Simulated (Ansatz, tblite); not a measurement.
# (Br2In-mu-Cl)2 (In₂Br₄Cl₂): removing an electron

Aim: the energy of removing an electron for (Br2In-mu-Cl)2 (In₂Br₄Cl₂), by energy differences, and how well orbital energies stand in for it.

The runs use Ansatz 0.2.0, Gaussian basis; as each input shows.

Plan: charge +1 doublet, at the geometry of the singlet (PBE0-D4/def2-TZVP, PBE-D4/def2-TZVP, BLYP-D4/def2-TZVP); the starting singlet's energies come from earlier runs.

4 further runs of the same task are left out: 4 set aside as unsound or not needed. Runs told in other sessions of the task aren't counted.

**1. The geometry**

The singlet was relaxed beforehand with r2SCAN-D4/def2-SVP.

8 atoms, charge 0, spin multiplicity 1.

Atoms are counted from 1 here; the program's logs count them from 0.

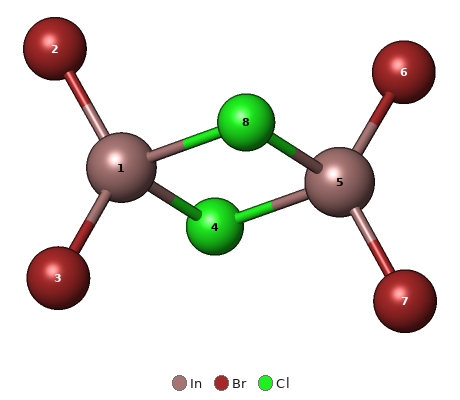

The geometry (indium brown, bromine red, chlorine green); atoms are numbered from 1 in the order of the file.

Geometry (Å):

```
atom    x (Å)    y (Å)    z (Å)
 In1  -0.6283  -0.9613  -1.4362
 Br2  -3.0660  -1.2337  -1.5992
 Br3   1.0728  -1.8330  -2.9822
 Cl4  -0.1073   1.4804  -0.9442
 In5   0.6271   0.9616   1.4365
 Br6  -1.0586   1.8457   2.9921
 Br7   3.0675   1.2185   1.5845
 Cl8   0.0928  -1.4781   0.9488
```

In takes a core potential in the def2 sets. No spin-orbit coupling is included.

**2. Charge +1 doublet at the fixed geometry, PBE0-D4/def2-TZVP**

in.yaml reads:

```yaml
crystal:
  periodic: [false, false, false]
  atoms:
    - {symbol: In, position_ang: [-0.628260, -0.961270, -1.436241]}
    - {symbol: Br, position_ang: [-3.066004, -1.233733, -1.599234]}
    - {symbol: Br, position_ang: [1.072778, -1.833045, -2.982249]}
    - {symbol: Cl, position_ang: [-0.107277, 1.480350, -0.944151]}
    - {symbol: In, position_ang: [0.627080, 0.961553, 1.436452]}
    - {symbol: Br, position_ang: [-1.058638, 1.845704, 2.992134]}
    - {symbol: Br, position_ang: [3.067525, 1.218506, 1.584463]}
    - {symbol: Cl, position_ang: [0.092796, -1.478075, 0.948826]}
basis:
  gaussian: {orbitals: def2-TZVP}
total_charge: 1
magnetization: {spin_polarized: true, initial_magnetization: 1}
hamiltonian: {xc: pbe0, dispersion: d4}
scf: {omitted_lower_state_checks: [starts]}
output: {orbitals: {seedname: orbitals}}
```

Launch:

```console
> ansatz run in.yaml --threads 2 --pin off --events-out ev --progress --plain --max-ram 32768MiB --backend cuda --devices 0, --max-vram 18GiB
```

Log:

```text
Functional definition: PBE0
  name "PBE0"
  cite "Adamo & Barone, J. Chem. Phys. 110, 6158 (1999) doi:10.1063/1.478522"
  cite "Perdew, Burke & Ernzerhof, Phys. Rev. Lett. 77, 3865 (1996) doi:10.1103/PhysRevLett.77.3865"
  parent pbe
  parameter a = 0.25
  parameter kappa = 0.804
  parameter beta = 0.06672455060314922
  exchange = (1 - a)*pbe_x(kappa = kappa, mu = beta*pi^2/3) + a*exact_x
  correlation = pbe_c(beta = beta)
these checks for a lower state are left out or cut short: starts
2694 factors; integrals over basis functions are off by at most 8.7e-4 eV
mean field evaluation 1: about -315535.9498 eV, gradient 2.3e1 eV
mean field evaluation 2: about -315535.7665 eV, gradient 2.6e1 eV
mean field evaluation 4: about -315538.2923 eV, gradient 3.2e0 eV
mean field evaluation 8: about -315538.5068 eV, gradient 1.2e0 eV
mean field evaluation 16: about -315538.5184 eV, gradient 7.3e-3 eV
mean field evaluation 32: about -315538.5184 eV, gradient 5.5e-4 eV
mean field -315538.51842243 eV, -11595.8266723347 hartree, gradient 5.5e-6 eV, S^2 0.754531; 0 other end points of the search recorded, 0 dependent functions left out
reference -315538.51846548 eV, -11595.8266739169 hartree; 108, 107 occupied and 258, 259 virtual orbitals, 2694 factors
Total energy: -315538.97203870 eV, -11595.8433424253 hartree
Checks for a lower state left out: starts
```

It took 18 s on 1 × H100 (card shared with other runs) with 2 threads of AMD EPYC 7R13, shared host; peak host memory 1 GiB.

Report: HOMO -12.25 eV, LUMO -11.67 eV (over both spins); ⟨S²⟩ 0.755 (pure: 0.75).

**3. Charge +1 doublet at the fixed geometry, PBE-D4/def2-TZVP**

start.molden holds the orbitals of an earlier run on this state, given as this run's starting guess.

in.yaml, as its differences from that of step 2:

```diff
@@ -12,6 +12,6 @@
 basis:
-  gaussian: {orbitals: def2-TZVP}
+  gaussian: {orbitals: def2-TZVP, initial_orbitals: start.molden}
 total_charge: 1
 magnetization: {spin_polarized: true, initial_magnetization: 1}
-hamiltonian: {xc: pbe0, dispersion: d4}
+hamiltonian: {xc: pbe, dispersion: d4}
 scf: {omitted_lower_state_checks: [starts]}
```

Same command.

Log:

```text
Functional definition: PBE
  name "PBE"
  cite "Perdew, Burke & Ernzerhof, Phys. Rev. Lett. 77, 3865 (1996) doi:10.1103/PhysRevLett.77.3865"
  parent pbe
  parameter kappa = 0.804
  parameter beta = 0.06672455060314922
  exchange = pbe_x(kappa = kappa, mu = beta*pi^2/3)
  correlation = pbe_c(beta = beta)
these checks for a lower state are left out or cut short: starts
2792 factors; their error is unknown
mean field evaluation 1: about -315527.2619 eV, gradient 1.4e1 eV
mean field evaluation 2: about -315527.5374 eV, gradient 4.0e-1 eV
mean field evaluation 4: about -315527.4543 eV, gradient 8.8e-2 eV
mean field evaluation 8: about -315527.4543 eV, gradient 1.9e-5 eV
mean field evaluation 16: about -315527.4543 eV, gradient 2.2e-5 eV
mean field -315527.45431626 eV, -11595.4200739326 hartree, gradient 2.9e-6 eV, S^2 0.751230; 0 other end points of the search recorded, 0 dependent functions left out
reference -315527.45437478 eV, -11595.4200760831 hartree; 108, 107 occupied and 258, 259 virtual orbitals, 2792 factors
Total energy: -315527.95579027 eV, -11595.4385027625 hartree
Checks for a lower state left out: starts
```

Wall time 13 s (1 × H100 (card shared with other runs) with 2 threads of AMD EPYC 7R13, shared host); peak host memory 1.1 GiB.

From the report: HOMO -11.51 eV, LUMO -11.52 eV (over both spins; with the spin held, an empty level of the minority spin lies below the top filled one); ⟨S²⟩ 0.751 (pure: 0.75).

**4. Charge +1 doublet at the fixed geometry, BLYP-D4/def2-TZVP**

in.yaml, as its differences from that of step 3:

```diff
@@ -15,3 +15,3 @@
 magnetization: {spin_polarized: true, initial_magnetization: 1}
-hamiltonian: {xc: pbe, dispersion: d4}
+hamiltonian: {xc: {name: BLYP}, dispersion: d4}
 scf: {omitted_lower_state_checks: [starts]}
```

The command is unchanged.

Log, cut to the lines that bear on the results:

```text
Functional definition: BLYP
  name "BLYP"
  cite "Becke, Phys. Rev. A 38, 3098 (1988) doi:10.1103/PhysRevA.38.3098"
  cite "Lee, Yang & Parr, Phys. Rev. B 37, 785 (1988) doi:10.1103/PhysRevB.37.785"
[...]
2792 factors; their error is unknown
[...]
mean field -315579.77293157 eV, -11597.3427475824 hartree, gradient 2.5e-6 eV, S^2 0.751144; 0 other end points of the search recorded, 0 dependent functions left out
reference -315579.77342862 eV, -11597.3427658485 hartree; 108, 107 occupied and 258, 259 virtual orbitals, 2792 factors
Total energy: -315580.75608445 eV, -11597.3788777841 hartree
Checks for a lower state left out: starts
```

Wall time 13 s (1 × H100 (card shared with other runs) with 2 threads of AMD EPYC 7R13, shared host); peak host memory 1.1 GiB.

HOMO -11.33 eV, LUMO -11.35 eV (over both spins; with the spin held, an empty level of the minority spin lies below the top filled one); ⟨S²⟩ 0.751 (pure: 0.75).

**5. Vertical ionisation energy**

Charged state less starting state, singlet to doublet; the starting state's energies are those of its earlier runs.

```
            level  vertical ionisation energy (eV)  time
 PBE-D4/def2-TZVP                            +9.54  21 s
BLYP-D4/def2-TZVP                            +9.37  17 s
PBE0-D4/def2-TZVP                           +10.26  25 s
```

Times add the two runs; a level without a time comes out of a correlated run.

Beside −ε(HOMO) of the starting state:

```csv
level,−ε(HOMO) (eV),by difference (eV),mismatch (eV)
PBE-D4/def2-TZVP,7.54,9.54,-1.99
BLYP-D4/def2-TZVP,7.36,9.37,-2.01
PBE0-D4/def2-TZVP,8.85,10.26,-1.42
```

**6. Summary of results**

| quantity | value |
| --- | --- |
| vertical ionisation energy, functionals in def2-TZVP | 9.37 (BLYP-D4) to 10.26 eV (PBE0-D4) |

The vertical ionisation energy spans 9.37 to 10.26 eV over the functionals. −ε(HOMO) misses the level's own difference by -1.42 eV at best (PBE0-D4) and -2.01 eV at worst (BLYP-D4).
